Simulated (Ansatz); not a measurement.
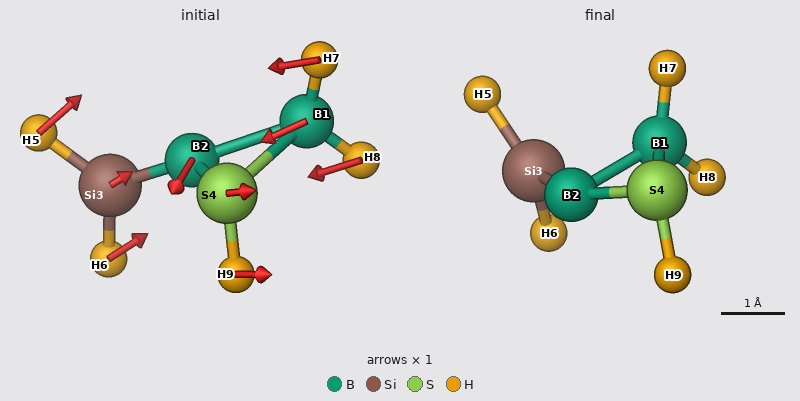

The structure of B$_{2}$SiH$_{5}$S (charge +1) before (left) and after (right) a relaxation, at one scale. The red arrows give the displacements, at their true length.

The picture is a ball-and-stick view, seen at a tilt.

It is one of the separated reactants of a reaction.

All numbers below come from RKS PBE-D4/def2-SVP (Ansatz 0.2.0).

The input:
```yaml
crystal:
  periodic: [false, false, false]
  atoms:
    - {symbol: B, position_ang: [0.797469, -1.482691, 0.098698]}
    - {symbol: B, position_ang: [0.151026, 0.350057, -0.153661]}
    - {symbol: Si, position_ang: [-0.402823, 1.616169, -1.006099]}
    - {symbol: S, position_ang: [-0.033015, -0.093995, 1.708738]}
    - {symbol: H, position_ang: [0.434850, 2.740930, -1.228852]}
    - {symbol: H, position_ang: [-1.711003, 1.618435, -1.558422]}
    - {symbol: H, position_ang: [1.867547, -1.674722, 0.473607]}
    - {symbol: H, position_ang: [0.095299, -2.365041, -0.126949]}
    - {symbol: H, position_ang: [-1.377467, -0.228560, 1.628245]}
basis:
  gaussian: {orbitals: def2-SVP}
total_charge: 1
hamiltonian: {xc: pbe, dispersion: d4}
relax: {f_tol: 0.03, max_steps: 250}
```

Launched with:
```bash
ansatz run in.yaml --threads 2 --pin off --events-out ev --progress --plain --max-ram 4352MiB
```

Summarise the run.

Answer. The atom that moves furthest after the best rigid fit is B2 (1.07 Å). By element the largest moves are B 1.07 Å, H 1.03 Å, S 0.54 Å, Si 0.44 Å. Some distances before and after: B1–Si3 3.502 → 2.297 Å, B1–S4 2.283 → 2.022 Å, B2–Si3 1.624 → 1.864 Å, B1–B2 1.960 → 1.793 Å. Among the angles between lasting bonds that change: B1–B2–Si3 155.4° → 77.8°, Si3–B2–S4 131.0° → 146.4°, H5–Si3–H6 118.8° → 122.5°. The energy falls by 234.5 kJ/mol in 20 accepted moves (22 points after the start). The largest force component goes from 9.7 to 0.0091 eV/Å. The line search rejected the trial steps at points 14, 17 of the run. Cost: 39 s on 2 threads of Intel Xeon Platinum 8259CL @ 2.50GHz, on a shared host.
